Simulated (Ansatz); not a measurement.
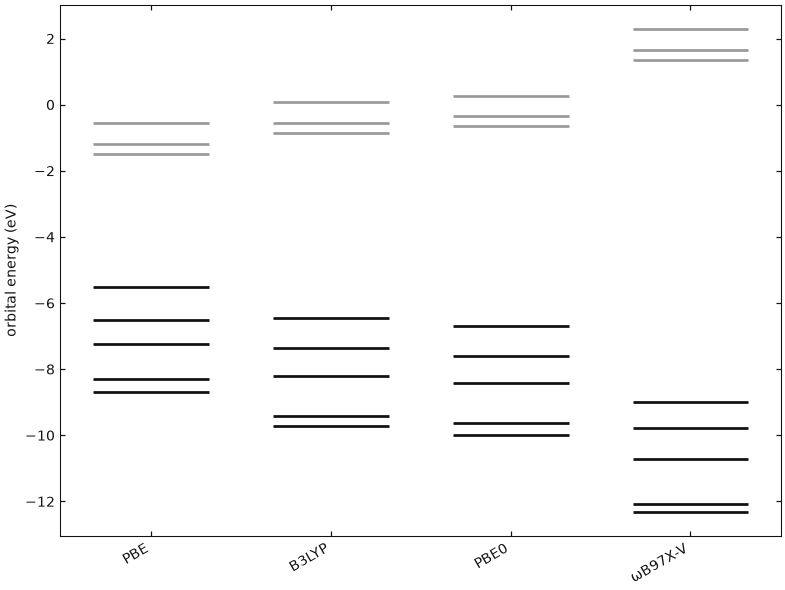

Frontier orbital energies of CH₆GeSSi, SMILES C1[SiH2][GeH2][S]1, singlet at one geometry, def2-TZVPP, the Ansatz code 0.2.0, at a PBE0-D4/def2-TZVP geometry (no frequency check). Empty levels are grey, levels within 0.1 eV stand side by side; all columns show the same few orbitals around the gap.

### Compare the HOMO-LUMO separations.

The separation grows from 4.05 eV (PBE) to 10.33 eV (ωB97X-V).

| level | HOMO (eV) | LUMO (eV) | separation (eV) |
| --- | --- | --- | --- |
| PBE | −5.52 | −1.48 | 4.05 |
| B3LYP | −6.45 | −0.84 | 5.61 |
| PBE0 | −6.69 | −0.63 | 6.06 |
| ωB97X-V | −8.98 | 1.35 | 10.33 |

Limits of at least one run: empty levels above zero depend strongly on the basis; no scalar relativity up to krypton.
